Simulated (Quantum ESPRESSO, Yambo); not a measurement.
# Quasiparticle gap of InP (F-43m) in Yambo, part 3 of 3

How does a plane-wave GW calculation on InP (F-43m) run from the first input to the gap?

Quantum ESPRESSO 7.5 and Yambo 5.3.0; PBE and many-body steps on it, plane waves. Known limits of the many-body steps: not at the basis limit; no spin-orbit coupling; coarse k mesh.

So far. Step 3 (Bands along the symmetry lines): The gap is 0.708 eV, as in the run before at this level. Step 4 (Empty states on the mesh, 4×4×4 mesh, 606 bands): On this mesh the gap is 0.708 eV.

The database entry behind the starting cell differs from later determinations by our own check (0.1 to 0.3 % short, probably kX units), so it need not match the best structure at ambient conditions.

**6. Screening and self-energy, 4×4×4 mesh, 606 bands, screening to 353.7 eV**

Now the one-shot GW correction: screening in the RPA, then the self-energy of the levels asked for.

This step: G0W0 on PBE, plane waves, norm-conserving pseudopotentials.

Contents of gw3.in:

```
HF_and_locXC
gw0
dyson
ppa
em1d
rim_cut
RandQpts= 1000000
RandGvec= 1 RL
EXXRLvcs= 80 Ry
VXCRLvcs= 320 Ry
Chimod= "HARTREE"
% BndsRnXp
 1 | 606 |
%
NGsBlkXp= 26 Ry
% LongDrXp
 1 | 1 | 1 |
%
% GbndRnge
 1 | 606 |
%
DysSolver= "n"
ExtendOut
PPAPntXp= 27.21138 eV
% QPkrange
 1 | 1 | 12 | 15 |
%
```

Run with:

```sh
$ OMP_NUM_THREADS=1 mpirun -n 8 yambo -F gw3.in -J gw3 -C gw3 > gw3.log
```

Log:

```text
 Yambo, version 5.3.0

 [02] CORE Variables Setup
 =========================

  [... cell, symmetries and grids as in the set-up ...]

  [02.05] Energies & Occupations
  ==============================

  [X] === General ===
  [X] Electronic Temperature                        :  0.000000  0.000000 [eV K]
  [X] Bosonic    Temperature                        :  0.000000  0.000000 [eV K]
  [X] Finite Temperature mode                       : no
  [X] El. density                                   :  0.51656E+24 [cm-3]
  [X] Fermi Level                                   :  8.315509 [eV]

  [X] === Gaps and Widths ===
  [X] Conduction Band Min                           :  0.707977 [eV]
  [X] Valence Band Max                              :  0.000000 [eV]
  [X] Filled Bands                                  :  13
  [X] Empty Bands                                   :    14   606
  [X] Direct Gap                                    :  0.707977 [eV]
  [X] Direct Gap localized at k                     :  1
  [X] Indirect Gap                                  :  0.707977 [eV]
  [X] Indirect Gap between kpts                     :  1  1
  [X] Last valence band width                       :  2.910393 [eV]
  [X] 1st conduction band width                     :  3.584950 [eV]

 [03] Transferred momenta grid and indexing
 ==========================================

 IBZ Q-points                                      :   8
 BZ  Q-points                                      :   64

 K/Q-points units:
 rlu = crystal or reduced units; cc = cartesian coordinates; iku = interal k-units

 Q [1]          [rlu]:  0.000000  0.000000  0.000000
 Q [2]          [rlu]:  0.54193E-16  0.26437E-16  0.25000
 Q [3]          [rlu]: -0.10839E-15 -0.52875E-16 -0.50000
 Q [4]          [rlu]:  0.87374E-19  0.25000      0.25000
 Q [5]          [rlu]:  0.23853E-16  0.25000      0.50000
 Q [6]          [rlu]:  0.44978E-16  0.25000     -0.25000
 Q [7]          [rlu]: -0.17475E-18 -0.50000     -0.50000
 Q [8]          [rlu]:  0.250000 -0.500000 -0.250000

 [04] Coloumb potential Random Integration (RIM)
 ===============================================

  [04.01] RIM initialization
  ==========================

  * Diagonal components only detected *

  8 x (sBL volume)        :  0.091285 [a.u.]
  sBZ random points       :  1000000
  Points outside the sBZ  :   7999624
  RL volume               :  0.730277 [a.u.]
  Integrated volume       :  0.730312 [a.u.]

  [04.02] RIM integrals
  =====================

  Gamma point sphere radius             :  0.081674 [a.u.]
  Points outside the sphere             :   799635
  [Int_sBZ(q=0) 1/q^2]*(Vol_sBZ)^(-1/3) =:  7.763403
                                 should be <:  7.795600

  Summary of Coulomb integrals for non-metallic bands |Q|[au] RIM/Bare

  Q [1] 0.100000E-4 0.995870 * Q [2] 0.245646 1.064378
  Q [4] 0.283648 1.062979 * Q [6] 0.401138 1.025806
  Q [5] 0.470377 1.018843 * Q [3] 0.491292 1.016674
  Q [7] 0.567295 1.013309 * Q [8] 0.634256 1.010147

 [05] Dipoles
 ============

  [05.01] Setup: observables and procedures
  =========================================

 [06] Dynamic Dielectric Matrix (PPA)
 ====================================

 [SLK-Inversion]  Pools        :  2
 [SLK-Inversion]  BLACS grid   :  2  2

 [WR./gw3//ndb.pp]---------------------------------------------------------------
  Brillouin Zone Q/K grids (IBZ/BZ)                :    8   64    8   64
  RL vectors                                       :   5029 [WF]
  Coulomb cutoff potential                         : none
  Electronic Temperature                           :  0.000000 [K]
  Bosonic    Temperature                           :  0.000000 [K]
  PPA    diel. fun.  energies                      : Perdew, Burke & Ernzerhof(X)+Perdew, Burke & Ernzerhof(C)
  wavefunctions                                    : Perdew, Burke & Ernzerhof(X)+Perdew, Burke & Ernzerhof(C)
  Global Gauge                                     : length
  X matrix size                                    :   821
  X band range                                     :     1   606
  X e/h energy range                               : -1.000000 -1.000000 [eV]
  X Time ordering                                  : R
  X Hxc Kernel                                     : HARTREE
  X Drude frequency                                :  0.000000  0.000000
  X poles                                          :  100.0000 [o/o]
  RL vectors in the sum                            :   5029
  [r,Vnl] included                                 : yes
  Field direction                                  :  0.577350E-5  0.577350E-5  0.577350E-5
  BZ energy Double Grid                            : no
  BZ energy DbGd points                            : 0
  BZ Q point size factor                           : -1.000000
  X Optical Averaged directions                    : none

 [07] Local Exchange-Correlation + Non-Local Fock
 ================================================

 [VXC] Plane waves :   32743
 [EXS] Plane waves :   4279

 QP @ state[ 1 ] K range:  1  1
 QP @ state[ 1 ] b range:  12  15

 [xc] Functional : Perdew, Burke & Ernzerhof(X)+Perdew, Burke & Ernzerhof(C)
 [xc] LIBXC used to calculate xc functional
  PP Number of Atomic Species                      :  2
  NLCC RL compoments                               :   32743
  PP Number of Atomic Species                      :  2
  NLCC RL compoments                               :   32743

 [xc] E_xc :  -18.18792 [Ha]
      E_xc :  -36.37585 [Ry]

  Local XC kind (lXC) : Perdew, Burke & Ernzerhof(X)+Perdew, Burke & Ernzerhof(C)
  Non-Local XC kind (nlXC) : Hartree-Fock

  Corrections @ K [1] :  [eV]
 <12|nlXC|12> = -14.71825  0.57906E-17 <12|lXC|12> = -12.92330  0.18882E-15
 <13|nlXC|13> = -14.71825 -0.83069E-17 <13|lXC|13> = -12.92330  0.18882E-15
 <14|nlXC|14> = -7.794563  0.28413E-17 <14|lXC|14> = -11.72809 -0.54169E-19
 <15|nlXC|15> = -6.368251 -0.22836E-17 <15|lXC|15> = -10.79037 -0.81629E-19

 [08] Dyson equation: Newton solver
 ==================================

  [08.01] G0W0 (W PPA)
  ====================

  [  GW  ] Bands range     :     1   606
  [GW/PPA] G damping       :  0.100000 [eV]

  QP @ state[ 1 ] K range:  1  1
  QP @ state[ 1 ] b range:  12  15

   Sc/G bands                                       :     1   606
   Sc/G damping                                     :  0.100000 ev
   Sc bands terminator                              : no
   Sx RL components                                 :   4279

   QP @ state[ 1 ] K range                          :  1  1
   QP @ state[ 1 ] b range                          :  12  15
   GF energies kind                                 : Perdew, Burke & Ernzerhof(X)+Perdew, Burke & Ernzerhof(C)
   GF WF`s kind                                     : Perdew, Burke & Ernzerhof(X)+Perdew, Burke & Ernzerhof(C)
   Xs energies kind                                 : Perdew, Burke & Ernzerhof(X)+Perdew, Burke & Ernzerhof(C)
   Xs WF`s kind                                     : Perdew, Burke & Ernzerhof(X)+Perdew, Burke & Ernzerhof(C)

 [11] Game Over & Game summary
```

Wall time 22 min (8 MPI ranks of Arm Neoverse V2, shared host); peak memory 6.5 GiB.

Numbers from this step:

```
G0W0 gap on the points computed              : 1.411 eV
starting gap on the mesh                     : 0.7080 eV
k of the valence top                         : 0, 0, 0
k of the conduction bottom                   : 0, 0, 0
least direct G0W0 gap on the computed points : 1.411 eV
Z at the valence top                         : 0.7801
Z at the conduction bottom                   : 0.7936
```

The gap on the mesh goes from 0.71 eV to 1.41 eV, a correction of +0.70 eV.

Limits: finite bands, cutoff and mesh; no spin-orbit coupling; coarse k mesh. v1 is the top filled band, c1 the lowest empty one. Levels before and after the correction, in eV, zero at the valence-band top of each column:

```csv
,conduction bottom,valence top
Kohn-Sham,0.71,0.00
G0W0,1.41,0.00
```

```
             level  energy (eV)
Kohn-Sham  Γ v2-v1        0.000
Kohn-Sham     Γ c1        0.708
Kohn-Sham     Γ c2        4.089
     G0W0  Γ v2-v1        0.000
     G0W0     Γ c1        1.411
     G0W0     Γ c2        4.930
```

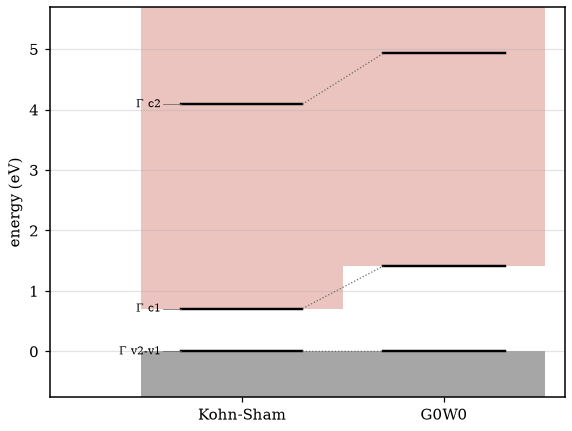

Levels before and after the correction. Shaded: valence and conduction bands.

**7. Where the time went**

Times are wall times on the hardware named with each run, good to a factor of about two.

```
                          step    time  share  memory (GiB)
                  ground state   3.2 s    0 %          0.52
bands along the symmetry lines   2.9 s    0 %          0.42
      empty states on the mesh    71 s    5 %           1.7
         conversion and set-up   2.6 s    0 %          0.25
     screening and self-energy  22 min   94 %           6.5
```

**8. Results**

```json
{
  "PBE gap": "0.71 eV, direct",
  "G0W0 gap on the mesh": "1.41 eV",
  "GW settings": "4×4×4 mesh, 606 bands, screening to 353.7 eV, Godby-Needs plasmon pole",
  "known limits": "not at the basis limit; no spin-orbit coupling; coarse k mesh"
}
```

**Reading.** G0W0 moves the gap on the mesh from 0.71 eV to 1.41 eV (+0.70 eV), with Z of 0.78 and 0.79 at the edges. Only 1 of the mesh's irreducible points was corrected, so a valley elsewhere could overtake. The dearest step here is «screening and self-energy». Bands and cutoff are finite, so the gap is not at the basis limit. The miss can reach some tenths of an eV and take either sign; the mesh is an error of its own. In the G0W0 run levels were corrected at 1 k point alone, so a gap called «on the mesh» is the least over those, and an edge elsewhere would be missed. The 4×4×4 mesh is coarse for this cell, which bears on the long-range parts of exchange and screening. The many-body steps are scalar-relativistic: spin-orbit coupling is not in them.

[Paths, hosts, dates, memory and timing lines, banners, echoed tables and standing remarks are left out of the program output.]

[Logs are printed without paths, hosts, clocks, repeated set-up lines and the standing remarks that a program may print on its own settings, such as how far it seeks lower states.]

[Runs of the session that timed out or met a known fault of the program may be left out.]

[Hosts, paths, dates, database ids (printed as entryN), source tags and the programs' standing remarks are cut or masked in the printed files.]
